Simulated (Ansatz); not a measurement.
# CHAlO (triplet): one geometry, many settings

Aim: run CHAlO (triplet) at one geometry under a spread of methods and options, and see what each costs and gives.

Computed with Ansatz 0.2.0, Gaussian basis. Level: the settings change from run to run.

24 further runs of the same task are left out: 5 that didn't finish, 19 set aside as unsound or not needed. Runs told in other sessions of the task aren't counted.

### Step 1. The system

The geometry is a PBE0/def2-TZVP stationary point (not a proven minimum).

4 atoms, charge 0, spin multiplicity 3.

Atoms are counted from 1 here; the program's logs count them from 0.

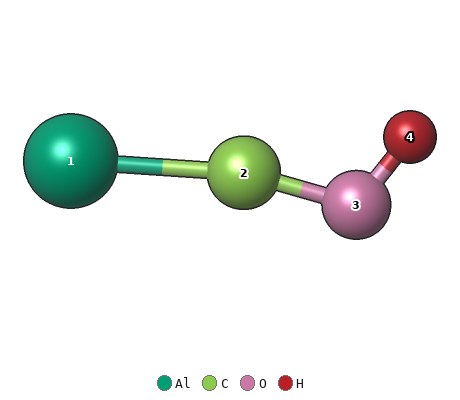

The structure; aluminium teal, carbon green, oxygen pink, hydrogen red; atoms are numbered from 1 in the order of the file.

Coordinates:

```
Al    0.0000   -0.1626    2.2201
C     0.0000   -0.0757    0.2890
O     0.0000   -0.2918   -0.9987
H     0.0000    0.5301   -1.5104
```

### Step 2. CCSD on UHF/STO-3G

Input file in.yaml:

```yaml
crystal:
  periodic: [false, false, false]
  atoms:
    - {symbol: Al, position_ang: [0.000001, -0.162615, 2.220099]}
    - {symbol: C, position_ang: [-0.000032, -0.075678, 0.288964]}
    - {symbol: O, position_ang: [0.000003, -0.291771, -0.998684]}
    - {symbol: H, position_ang: [0.000028, 0.530064, -1.510380]}
basis:
  gaussian: {orbitals: STO-3G, point_charges: [{charge: -0.50, position_ang: [3.988, 0.694, 0.968]}]}
magnetization: {spin_polarized: true, initial_magnetization: 2}
correlation: {method: ccsd, electrons: outside_noble_gas}
```

Command:

```
$ ansatz run in.yaml --threads 1 --pin off --events-out ev --progress --plain --max-ram 2393MiB
```

Output, cut to the lines that bear on the results:

```text
Functional definition: HF
  name "HF"
  cite "Fock, Z. Phys. 61, 126 (1930) doi:10.1007/BF01340294"
  parent pbe
[...]
247 factors; integrals over basis functions are off by at most 5.1e-5 eV
[...]
mean field -9542.70020231 eV, -350.6877641603 hartree, gradient 1.5e-6 eV, S^2 2.037870; 2 other end points of the search recorded, 0 dependent functions left out
7 core orbitals not correlated: weight in the atoms' cores, before any rotation towards them, 1.000 or more for the frozen orbitals, at most 0.000 for the correlated occupied ones
reference -9542.70020231 eV, -350.6877641603 hartree; 8, 6 occupied and 5, 7 virtual orbitals, 247 factors
second order -2.10747650 eV of doubles, -0.00000000 eV of singles
cycle   1  -2.58279605 eV  change   -4.8e-1 eV  update   8.4e-2
[...]
cycle  14  -2.98509296 eV  change   -1.4e-5 eV  update   8.6e-6
Total energy: -9545.68529527 eV, -350.7974643032 hartree
```

Run time: 0.09 s. Hardware: 1 thread of AMD EPYC 9R45, shared host.

From the report: ⟨S²⟩ of the determinant 2.038 (pure triplet: 2.00); correlation -2.9851 eV; T1 0.023; largest double amplitude 0.08.

### Step 3. CCSDT(Q)/B on UHF/6-31G

Changes to in.yaml since step 2:

```diff
@@ -8,4 +8,4 @@
 basis:
-  gaussian: {orbitals: STO-3G, point_charges: [{charge: -0.50, position_ang: [3.988, 0.694, 0.968]}]}
+  gaussian: {orbitals: 6-31G, point_charges: [{charge: -1.00, position_ang: [4.910, -0.911, -0.256]}]}
 magnetization: {spin_polarized: true, initial_magnetization: 2}
-correlation: {method: ccsd, electrons: outside_noble_gas}
+correlation: {method: ccsdt_q_b, electrons: outside_noble_gas}
```

Launched as before.

Output, cut to the lines that bear on the results:

```text
Functional definition: HF
  name "HF"
  cite "Fock, Z. Phys. 61, 126 (1930) doi:10.1007/BF01340294"
  parent pbe
[...]
665 factors; integrals over basis functions are off by at most 2.0e-7 eV
[...]
mean field -9661.48291439 eV, -355.0529483153 hartree, gradient 2.2e-6 eV, S^2 2.053897; 11 other end points of the search recorded, 0 dependent functions left out
determinant -9661.48291439 eV, -355.0529483153 hartree, with singles and doubles -9667.61123814 eV, -355.2781600592 hartree
determinant -9659.68395507 eV, -354.9868377800 hartree, with singles and doubles -9666.09007829 eV, -355.2222584661 hartree
determinant -9659.28277869 eV, -354.9720948197 hartree, with singles and doubles -9666.40325613 eV, -355.2337675394 hartree
determinant -9659.13964877 eV, -354.9668348923 hartree, with singles and doubles -9665.74732203 eV, -355.2096624057 hartree
determinant -9658.88844415 eV, -354.9576032929 hartree, with singles and doubles -9665.35397683 eV, -355.1952072361 hartree
determinant -9658.39544930 eV, -354.9394860661 hartree, with singles and doubles -9664.54170507 eV, -355.1653567997 hartree
determinant -9658.25518381 eV, -354.9343314045 hartree, with singles and doubles -9664.11784580 eV, -355.1497802590 hartree
7 core orbitals not correlated: weight in the atoms' cores, before any rotation towards them, 1.000 or more for the frozen orbitals, at most 0.000 for the correlated occupied ones
reference -9661.48291439 eV, -355.0529483153 hartree; 8, 6 occupied and 18, 20 virtual orbitals, 665 factors
second order -5.42966036 eV of doubles, -0.00000000 eV of singles
cycle   1  -5.69501867 eV  change   -2.7e-1 eV  update   1.1e-1
[...]
cycle  26  -6.31422963 eV  change   -2.9e-7 eV  update   1.4e-6
perturbative correction -0.01735060 eV, -0.0006376228 hartree
Total energy: -9667.81449462 eV, -355.2856295973 hartree
```

It took 7.5 s on 1 thread of AMD EPYC 9R45, shared host; peak memory 0.31 GiB.

From the report: ⟨S²⟩ of the determinant 2.054 (pure triplet: 2.00); correlation -6.3316 eV; T1 0.033; largest double amplitude 0.09.

### Step 4. MRCISD+Q(relaxed)(4,8)/STO-3G

Input file in.yaml:

```yaml
crystal:
  periodic: [false, false, false]
  atoms:
    - {symbol: Al, position_ang: [0.000001, -0.162615, 2.220099]}
    - {symbol: C, position_ang: [-0.000032, -0.075678, 0.288964]}
    - {symbol: O, position_ang: [0.000003, -0.291771, -0.998684]}
    - {symbol: H, position_ang: [0.000028, 0.530064, -1.510380]}
basis:
  gaussian: {orbitals: STO-3G, fitting: {mean_field: def2-universal-jkfit}}
magnetization: {spin_polarized: false, initial_magnetization: 2}
correlation: {method: fic_mrcisd_q_relaxed, electrons: all, active_space: {window: {electrons: 4, orbitals: 8}}}
```

The command is unchanged.

Output, cut to the lines that bear on the results:

```text
Functional definition: HF
  name "HF"
  cite "Fock, Z. Phys. 61, 126 (1930) doi:10.1007/BF01340294"
  parent pbe
[...]
298 factors; integrals over basis functions are off by at most 7.0e-3 eV
[...]
mean field -9542.43097869 eV, -350.6778703747 hartree, gradient 2.7e-6 eV, S^2 2.000000; 0 other end points of the search recorded, 0 dependent functions left out
reference -9542.43097869 eV, -350.6778703747 hartree; 15, 13 occupied and 5, 7 virtual orbitals, 298 factors
state -9543.26930265 eV, -350.7086782121 hartree
contracted CI cycle   1: correlation 0.00000000 eV, 0.0000000000 hartree, residual 1.26e1 eV
contracted CI cycle   2: correlation -2.34735817 eV, -0.0862638216 hartree, residual 2.97e0 eV
contracted CI cycle   3: correlation -2.49899558 eV, -0.0918363937 hartree, residual 9.57e-1 eV
contracted CI cycle   4: correlation -2.51795708 eV, -0.0925332160 hartree, residual 4.55e-1 eV
contracted CI cycle   5: correlation -2.52172932 eV, -0.0926718432 hartree, residual 1.49e-1 eV
contracted CI cycle   6: correlation -2.52220410 eV, -0.0926892909 hartree, residual 5.93e-2 eV
contracted CI cycle   7: correlation -2.52227669 eV, -0.0926919587 hartree, residual 2.06e-2 eV
contracted CI cycle   8: correlation -2.52228447 eV, -0.0926922446 hartree, residual 6.46e-3 eV
contracted CI cycle   9: correlation -2.52228531 eV, -0.0926922755 hartree, residual 2.44e-3 eV
state -9543.26930265 eV, -350.7086782121 hartree; corrected -9545.93972376 eV, -350.8068143778 hartree
Total energy: -9545.93972376 eV, -350.8068143778 hartree
```

Wall time 0.81 s (1 thread of AMD EPYC 9R45, shared host); peak memory 0.28 GiB.

From the report: 784 determinants; active occupations 1.92, 1.00, 1.00, 0.04, 0.04, 0.01, 0.00, 0.00.

### Step 5. HF (UHF)/cc-pVDZ

Input file in.yaml:

```yaml
crystal:
  periodic: [false, false, false]
  atoms:
    - {symbol: Al, position_ang: [0.000001, -0.162615, 2.220099]}
    - {symbol: C, position_ang: [-0.000032, -0.075678, 0.288964]}
    - {symbol: O, position_ang: [0.000003, -0.291771, -0.998684]}
    - {symbol: H, position_ang: [0.000028, 0.530064, -1.510380]}
basis:
  gaussian: {orbitals: cc-pVDZ}
magnetization: {spin_polarized: true, initial_magnetization: 2}
hamiltonian: {xc: hf, pseudopotentials: {relativity: scalar}}
accuracy: high
scf: {lower_state_search: off}
output: {orbitals: {seedname: orbitals}}
```

Launched as before.

Output:

```text
Functional definition: HF
  name "HF"
  cite "Fock, Z. Phys. 61, 126 (1930) doi:10.1007/BF01340294"
  parent pbe
  exchange = exact_x
  correlation = 0
these checks for a lower state are left out or cut short: stability, starts, cluster_reference, orbital_swaps, neighbouring_geometries, increment
1043 factors; integrals over basis functions are off by at most 3.3e-9 eV
mean field evaluation 1: about -9674.6206 eV, gradient 1.5e1 eV
mean field evaluation 2: about -9674.6252 eV, gradient 1.5e1 eV
mean field evaluation 4: about -9676.1178 eV, gradient 2.8e0 eV
mean field evaluation 8: about -9676.2362 eV, gradient 2.6e-1 eV
mean field evaluation 16: about -9676.2436 eV, gradient 1.5e-7 eV
mean field -9676.24358672 eV, -355.5953930184 hartree, gradient 1.5e-8 eV, S^2 2.081653; 0 other end points of the search recorded, 0 dependent functions left out
reference -9676.24358672 eV, -355.5953930184 hartree; 15, 13 occupied and 36, 38 virtual orbitals, 1043 factors
Total energy: -9676.24358672 eV, -355.5953930184 hartree
Relativity: scalar
Checks for a lower state left out: stability, starts, cluster_reference, orbital_swaps, neighbouring_geometries, increment
```

Run time: 0.33 s. Hardware: 1 thread of AMD EPYC 9R45, shared host.

From the report: ⟨S²⟩ of the determinant 2.082 (pure triplet: 2.00).

### Step 6. BCCD(T) on UHF/cc-pVDZ

Changes to in.yaml since step 5:

```diff
@@ -8,7 +8,4 @@
 basis:
-  gaussian: {orbitals: cc-pVDZ}
+  gaussian: {orbitals: cc-pVDZ, point_charges: [{charge: 0.50, position_ang: [3.077, -0.565, -0.615]}]}
 magnetization: {spin_polarized: true, initial_magnetization: 2}
-hamiltonian: {xc: hf, pseudopotentials: {relativity: scalar}}
-accuracy: high
-scf: {lower_state_search: off}
-output: {orbitals: {seedname: orbitals}}
+correlation: {method: bccd_t, electrons: valence}
```

Same command.

Output, cut to the lines that bear on the results:

```text
Functional definition: HF
  name "HF"
  cite "Fock, Z. Phys. 61, 126 (1930) doi:10.1007/BF01340294"
  parent pbe
[...]
488 factors; integrals over basis functions are off by at most 1.1e-3 eV
[...]
mean field -9663.88432327 eV, -355.1411984641 hartree, gradient 2.0e-6 eV, S^2 2.093157; 9 other end points of the search recorded, 0 dependent functions left out
determinant -9663.88432327 eV, -355.1411984641 hartree, with singles and doubles -9673.37549936 eV, -355.4899927519 hartree
determinant -9661.88912390 eV, -355.0678762397 hartree, with singles and doubles -9671.29416410 eV, -355.4135050922 hartree
determinant -9661.61335581 eV, -355.0577419493 hartree, with singles and doubles -9671.48782269 eV, -355.4206219141 hartree
7 core orbitals not correlated: weight in the atoms' cores, before any rotation towards them, 1.000 or more for the frozen orbitals, at most 0.000 for the correlated occupied ones
reference -9663.88432327 eV, -355.1411984641 hartree; 8, 6 occupied and 36, 38 virtual orbitals, 488 factors
second order -8.58915856 eV of doubles, -0.00000000 eV of singles
cycle   1  -9.47111354 eV  change    2.0e-2 eV  update   1.6e-2
[...]
cycle  13  -9.46735912 eV  change    3.5e-6 eV  update   1.2e-5
perturbative correction -0.31280052 eV, -0.0114952072 hartree
Total energy: -9673.66448292 eV, -355.5006127019 hartree
```

Run time: 2.3 s. Hardware: 1 thread of AMD EPYC 9R45, shared host.

From the report: ⟨S²⟩ of the determinant 2.093 (pure triplet: 2.00); correlation -9.7802 eV; largest double amplitude 0.07.

### Step 7. All runs side by side

```tsv
level	correlated	functions	energy (eV)	time
CCSD on UHF/STO-3G (beside a point charge)	outside noble gas	20	-9545.6853	0.09 s
CCSDT(Q)/B on UHF/6-31G (beside a point charge)	outside noble gas	33	-9667.8145	7.5 s
MRCISD+Q(relaxed)(4,8)/STO-3G	all	20	-9545.9397	0.81 s
HF (UHF)/cc-pVDZ (relativity set)		51	-9676.2436	0.33 s
BCCD(T) on UHF/cc-pVDZ (beside a point charge)	valence	51	-9673.6645	2.3 s
```

### Step 8. Summary of results

```
quantity                                                   value
    runs                                                       5
quickest      CCSD on UHF/STO-3G (beside a point charge), 0.09 s
 slowest  CCSDT(Q)/B on UHF/6-31G (beside a point charge), 7.5 s
```

**Reading.** Total energies in different bases, with other cores or another treatment of relativity can't be set against each other. CCSDT(Q)/B on UHF/6-31G (beside a point charge) took 84 times as long as CCSD on UHF/STO-3G (beside a point charge); the jobs differ in more than the method.
